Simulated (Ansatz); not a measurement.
## Geometry relaxation of CH3NOSi

- system: CH3NOSi, SMILES N=C1O[SiH2]1
- method: RKS PBE0-D4/def2-TZVP (Ansatz 0.2.0)

The geometry: PBE-D4/def2-SVP start. Figures and captions count atoms from 1; the log counts them from 0 in places.

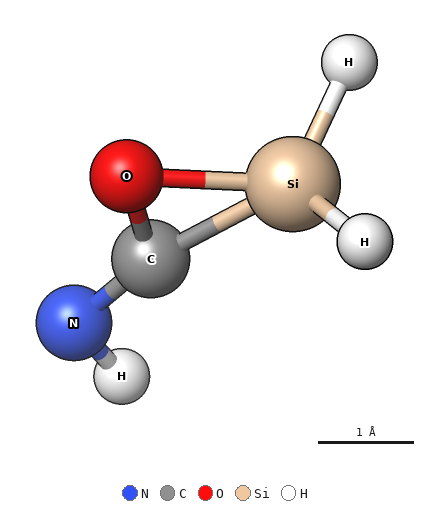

Fig. 1: The starting structure (ball-and-stick view, seen at a tilt).

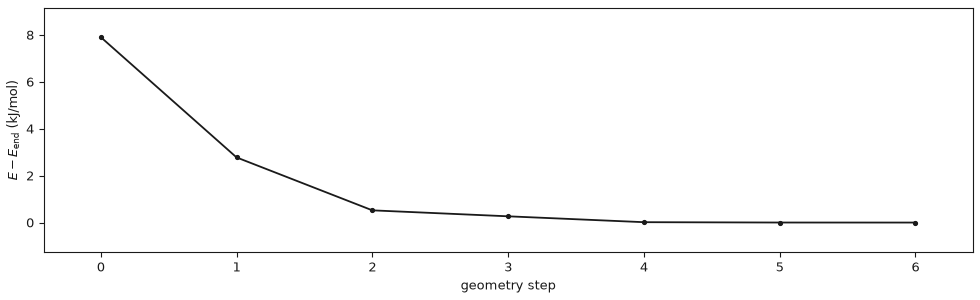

Fig. 2: Progress of the relaxation, step by step (the first geometry is step 0 here and step 1 in the log).

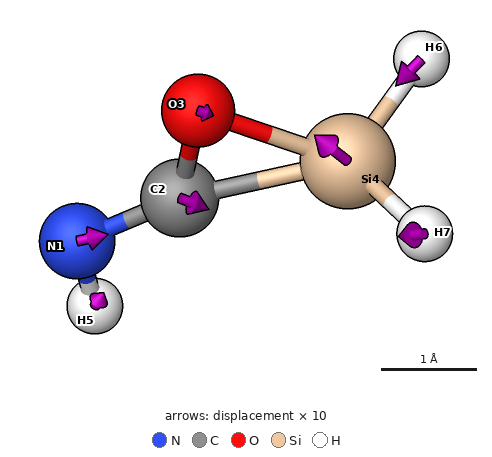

Fig. 3: The starting structure with the displacements as pink arrows, magnified 10 times (ball-and-stick view, seen at a tilt). The two geometries are laid on each other by the best rigid fit. The atom that moves furthest after the best rigid fit is Si4 (0.056 Å). Largest moves by element: Si 0.056 Å, H 0.041 Å, C 0.037 Å, N 0.035 Å, O 0.020 Å. Among the contacts that change: O3–Si4 1.772 → 1.701 Å, C2–Si4 1.851 → 1.806 Å, Si4–H6 1.497 → 1.478 Å, N1–C2 1.263 → 1.246 Å. Among the angles that change: N1–C2–Si4 165.9° → 169.5°, O3–Si4–H6 113.8° → 116.0°. The energy falls by 7.90 kJ/mol in 6 geometry steps. Largest force component: 1.2 eV/Å at the start, 0.0017 eV/Å at the end. (Atoms are counted from 1 in the order of the input.)

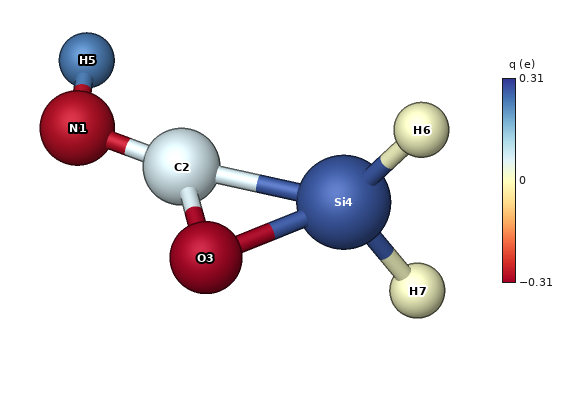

Fig. 4: Mulliken charges, as the colour of each atom (ball-and-stick view, seen at a tilt; atoms are numbered from 1 in the order of the input). By element: N −0.29, C +0.07, O −0.30, Si +0.27 and H +0.01 to +0.23 e.

The input and output of the run follow.

**Input file**
```yaml
crystal:
  periodic: [false, false, false]
  atoms:
    - {symbol: N, position_ang: [-1.088373, -1.610638, -0.421012]}
    - {symbol: C, position_ang: [-0.306717, -0.684753, -0.065195]}
    - {symbol: O, position_ang: [0.761215, -0.730888, 0.790755]}
    - {symbol: Si, position_ang: [0.578475, 0.922187, 0.180337]}
    - {symbol: H, position_ang: [-1.797090, -1.258178, -1.079786]}
    - {symbol: H, position_ang: [0.200295, 1.917437, 1.232962]}
    - {symbol: H, position_ang: [1.713395, 1.376833, -0.683860]}
basis:
  gaussian: {orbitals: def2-TZVP}
hamiltonian: {xc: pbe0, dispersion: d4}
relax: {f_tol: 0.005, max_steps: 150}
```

Run as:
```bash
ansatz run in.yaml --threads 2 --pin off --events-out ev --progress --plain --max-ram 4352MiB
```

**What the program printed**
```
Functional definition: PBE0
  name "PBE0"
  cite "Adamo & Barone, J. Chem. Phys. 110, 6158 (1999) doi:10.1063/1.478522"
  cite "Perdew, Burke & Ernzerhof, Phys. Rev. Lett. 77, 3865 (1996) doi:10.1103/PhysRevLett.77.3865"
  parent pbe
  parameter a = 0.25
  parameter kappa = 0.804
  parameter beta = 0.06672455060314922
  exchange = (1 - a)*pbe_x(kappa = kappa, mu = beta*pi^2/3) + a*exact_x
  correlation = pbe_c(beta = beta)
886 factors; their error is unknown
mean field evaluation 1: about -12485.5379 eV, gradient 6.0e1 eV
mean field evaluation 2: about -12454.7827 eV, gradient 1.2e2 eV
mean field evaluation 4: about -12492.5549 eV, gradient 1.1e1 eV
mean field evaluation 8: about -12492.8006 eV, gradient 7.6e-2 eV
mean field evaluation 16: about -12492.8451 eV, gradient 1.5e-5 eV
mean field -12492.84505309 eV, -459.1035877466 hartree, gradient 1.5e-5 eV, S^2 0.000000; 0 other end points of the search recorded, 0 dependent functions left out
the calculation of the forces begins
reference -12492.84508075 eV, -459.1035887630 hartree; 19, 19 occupied and 129, 129 virtual orbitals, 886 factors
relax step   1: F+E_penalty+E_count = -12492.94875155 eV  Δ(F+E_penalty+E_count) = +0.000e0 eV  max|allowed force component| = 1.236e0 eV/Å  Δτ_max = 0.0000 Å  (28 SCF iters, accepted)
these checks for a lower state are left out or cut short: starts, cluster_reference, orbital_swaps, neighbouring_geometries, increment
886 factors; their error is unknown
mean field -12492.89779385 eV, -459.1055259336 hartree, gradient 1.4e-5 eV, S^2 0.000000; 0 other end points of the search recorded, 0 dependent functions left out
the calculation of the forces begins
reference -12492.89782159 eV, -459.1055269530 hartree; 19, 19 occupied and 129, 129 virtual orbitals, 886 factors
relax step   2: F+E_penalty+E_count = -12493.00189527 eV  Δ(F+E_penalty+E_count) = -5.314e-2 eV  max|allowed force component| = 9.725e-1 eV/Å  Δτ_max = 0.0309 Å  (32 SCF iters, accepted)
these checks for a lower state are left out or cut short: starts, cluster_reference, orbital_swaps, neighbouring_geometries, increment
886 factors; their error is unknown
mean field -12492.92082690 eV, -459.1063723826 hartree, gradient 1.5e-5 eV, S^2 0.000000; 0 other end points of the search recorded, 0 dependent functions left out
the calculation of the forces begins
reference -12492.92085455 eV, -459.1063733987 hartree; 19, 19 occupied and 129, 129 virtual orbitals, 886 factors
relax step   3: F+E_penalty+E_count = -12493.02528081 eV  Δ(F+E_penalty+E_count) = -2.339e-2 eV  max|allowed force component| = 2.735e-1 eV/Å  Δτ_max = 0.0230 Å  (33 SCF iters, accepted)
these checks for a lower state are left out or cut short: starts, cluster_reference, orbital_swaps, neighbouring_geometries, increment
886 factors; their error is unknown
mean field evaluation 32: about -12492.8556 eV, gradient 3.1e0 eV
mean field -12492.92350950 eV, -459.1064709663 hartree, gradient 1.5e-5 eV, S^2 0.000000; 0 other end points of the search recorded, 0 dependent functions left out
the calculation of the forces begins
reference -12492.92353719 eV, -459.1064719840 hartree; 19, 19 occupied and 129, 129 virtual orbitals, 886 factors
relax step   4: F+E_penalty+E_count = -12493.02791609 eV  Δ(F+E_penalty+E_count) = -2.635e-3 eV  max|allowed force component| = 3.460e-1 eV/Å  Δτ_max = 0.0313 Å  (32 SCF iters, accepted)
these checks for a lower state are left out or cut short: starts, cluster_reference, orbital_swaps, neighbouring_geometries, increment
886 factors; their error is unknown
mean field -12492.92614366 eV, -459.1065677701 hartree, gradient 1.4e-5 eV, S^2 0.000000; 0 other end points of the search recorded, 0 dependent functions left out
the calculation of the forces begins
reference -12492.92617142 eV, -459.1065687902 hartree; 19, 19 occupied and 129, 129 virtual orbitals, 886 factors
relax step   5: F+E_penalty+E_count = -12493.03051320 eV  Δ(F+E_penalty+E_count) = -2.597e-3 eV  max|allowed force component| = 3.994e-2 eV/Å  Δτ_max = 0.0132 Å  (33 SCF iters, accepted)
these checks for a lower state are left out or cut short: starts, cluster_reference, orbital_swaps, neighbouring_geometries, increment
886 factors; their error is unknown
mean field -12492.92629744 eV, -459.1065734212 hartree, gradient 1.4e-5 eV, S^2 0.000000; 0 other end points of the search recorded, 0 dependent functions left out
the calculation of the forces begins
reference -12492.92632515 eV, -459.1065744395 hartree; 19, 19 occupied and 129, 129 virtual orbitals, 886 factors
relax step   6: F+E_penalty+E_count = -12493.03066431 eV  Δ(F+E_penalty+E_count) = -1.511e-4 eV  max|allowed force component| = 1.431e-2 eV/Å  Δτ_max = 0.0056 Å  (33 SCF iters, accepted)
these checks for a lower state are left out or cut short: starts, cluster_reference, orbital_swaps, neighbouring_geometries, increment
886 factors; their error is unknown
mean field -12492.92630943 eV, -459.1065738620 hartree, gradient 1.4e-5 eV, S^2 0.000000; 0 other end points of the search recorded, 0 dependent functions left out
the calculation of the forces begins
reference -12492.92633715 eV, -459.1065748807 hartree; 19, 19 occupied and 129, 129 virtual orbitals, 886 factors
relax step   7: F+E_penalty+E_count = -12493.03067827 eV  Δ(F+E_penalty+E_count) = -1.396e-5 eV  max|allowed force component| = 1.705e-3 eV/Å  Δτ_max = 0.0012 Å  (34 SCF iters, accepted)
886 factors; their error is unknown
mean field evaluation 64: about -12492.9263 eV, gradient 5.6e-3 eV
mean field -12492.92630943 eV, -459.1065738620 hartree, gradient 1.4e-5 eV, S^2 0.000000; 1 other end points of the search recorded, 0 dependent functions left out
the calculation of the forces begins
reference -12492.92633715 eV, -459.1065748807 hartree; 19, 19 occupied and 129, 129 virtual orbitals, 886 factors
Total energy: -12493.03070599 eV, -459.1104103648 hartree
Atom 0 at    -1.071008    -1.580223    -0.416291 Å, force    -0.001705    -0.001643     0.001691 eV/Å
Atom 1 at    -0.312356    -0.650835    -0.079205 Å, force     0.000232     0.000653    -0.000013 eV/Å
Atom 2 at     0.759232    -0.712639     0.784198 Å, force     0.000737     0.000204    -0.000968 eV/Å
Atom 3 at     0.600568     0.880311     0.209579 Å, force     0.000008     0.000349     0.000908 eV/Å
Atom 4 at    -1.778540    -1.252154    -1.066549 Å, force     0.000923     0.000625    -0.001403 eV/Å
Atom 5 at     0.185956     1.890217     1.205879 Å, force     0.000015    -0.000078    -0.000207 eV/Å
Atom 6 at     1.677348     1.357323    -0.683410 Å, force    -0.000210    -0.000109    -0.000008 eV/Å
Dipole moment:     0.034209     0.796927    -0.197563 e Å
```

**Trajectory as extended XYZ (Å, eV, eV/Å), 7 frames, from step=1 to step=7**
```
7
Properties=species:S:1:pos:R:3:forces:R:3 step=1 energy=-12492.94875
N    -1.0884   -1.6106   -0.4210    0.3754   0.9999   0.0143
C    -0.3067   -0.6848   -0.0652   -0.1478  -0.1923  -0.0623
O     0.7612   -0.7309    0.7908   -0.4777   0.9155  -0.6352
Si    0.5785    0.9222    0.1803    0.0673  -1.2357   0.4014
H    -1.7971   -1.2582   -1.0798    0.4389  -0.1625   0.3922
H     0.2003    1.9174    1.2330    0.0456  -0.2245  -0.2750
H     1.7134    1.3768   -0.6839   -0.3016  -0.1005   0.1647
7
Properties=species:S:1:pos:R:3:forces:R:3 step=2 energy=-12493.00189
N    -1.0776   -1.5906   -0.4181    0.0415   0.2018  -0.0243
C    -0.3023   -0.6766   -0.0640    0.0153   0.2330  -0.0536
O     0.7593   -0.7298    0.7889   -0.0970   0.6748  -0.2668
Si    0.5848    0.9062    0.1898   -0.0284  -0.9725   0.2517
H    -1.7770   -1.2368   -1.0700    0.1228  -0.0742   0.1179
H     0.1852    1.8984    1.2161    0.0258  -0.0503  -0.0795
H     1.6887    1.3612   -0.6886   -0.0800  -0.0126   0.0545
7
Properties=species:S:1:pos:R:3:forces:R:3 step=3 energy=-12493.02528
N    -1.0716   -1.5800   -0.4165    0.0656  -0.1085   0.0826
C    -0.3026   -0.6632   -0.0680   -0.2735   0.1260  -0.2513
O     0.7593   -0.7076    0.7827    0.1730  -0.0897   0.1617
Si    0.5854    0.8867    0.1958    0.0822  -0.0178   0.0700
H    -1.7708   -1.2363   -1.0652   -0.0355   0.0112  -0.0314
H     0.1844    1.8829    1.2083   -0.0195   0.0443   0.0015
H     1.6772    1.3495   -0.6829    0.0077   0.0345  -0.0330
7
Properties=species:S:1:pos:R:3:forces:R:3 step=4 energy=-12493.02792
N    -1.0684   -1.5771   -0.4145    0.0699   0.0649   0.0358
C    -0.3148   -0.6395   -0.0843   -0.0342  -0.3460   0.0707
O     0.7569   -0.7130    0.7823   -0.0511   0.2159  -0.1007
Si    0.5979    0.8839    0.2065    0.1196  -0.0615   0.1114
H    -1.7780   -1.2613   -1.0641   -0.0954   0.0460  -0.0875
H     0.1879    1.8860    1.2092   -0.0202   0.0459   0.0050
H     1.6797    1.3530   -0.6809    0.0113   0.0347  -0.0347
7
Properties=species:S:1:pos:R:3:forces:R:3 step=5 energy=-12493.03051
N    -1.0712   -1.5790   -0.4165    0.0165   0.0031   0.0133
C    -0.3112   -0.6506   -0.0783   -0.0388   0.0052  -0.0320
O     0.7596   -0.7143    0.7849    0.0310  -0.0098   0.0266
Si    0.6038    0.8793    0.2124   -0.0399  -0.0003  -0.0310
H    -1.7785   -1.2508   -1.0671    0.0079   0.0071   0.0033
H     0.1830    1.8904    1.2049    0.0142  -0.0036   0.0067
H     1.6756    1.3571   -0.6860    0.0091  -0.0018   0.0131
7
Properties=species:S:1:pos:R:3:forces:R:3 step=6 energy=-12493.03066
N    -1.0715   -1.5804   -0.4159   -0.0046  -0.0074  -0.0035
C    -0.3124   -0.6515   -0.0790    0.0084   0.0143   0.0026
O     0.7595   -0.7121    0.7840   -0.0086  -0.0056  -0.0041
Si    0.5996    0.8806    0.2088    0.0075  -0.0011   0.0055
H    -1.7783   -1.2522   -1.0670    0.0029  -0.0013   0.0042
H     0.1867    1.8902    1.2061   -0.0040   0.0009  -0.0009
H     1.6776    1.3575   -0.6828   -0.0016   0.0002  -0.0038
7
Properties=species:S:1:pos:R:3:forces:R:3 step=7 energy=-12493.03068
N    -1.0710   -1.5802   -0.4163   -0.0017  -0.0016   0.0017
C    -0.3124   -0.6508   -0.0792    0.0002   0.0007   0.0000
O     0.7592   -0.7126    0.7842    0.0007   0.0002  -0.0010
Si    0.6006    0.8803    0.2096    0.0000   0.0003   0.0009
H    -1.7785   -1.2522   -1.0665    0.0009   0.0006  -0.0014
H     0.1860    1.8902    1.2059    0.0000  -0.0001  -0.0002
H     1.6773    1.3573   -0.6834   -0.0002  -0.0001   0.0000
```

**Summary**

| quantity | value |
| --- | --- |
| outcome | converged |
| total energy | −12493.0307 eV |
| mean-field energy | −12492.9263 eV |
| dispersion energy | −0.1044 eV |
| SCF solution under orbital rotations | stable |
| largest force (length of the vector) at the end | 0.003 eV/Å |
| dipole moment | 3.95 D |
| hardware | 2 threads of Arm Neoverse V2, 23 GiB of memory available, shared host |
| wall time | 21 s (CPU time 40 s) |
| peak memory | 0.27 GiB |
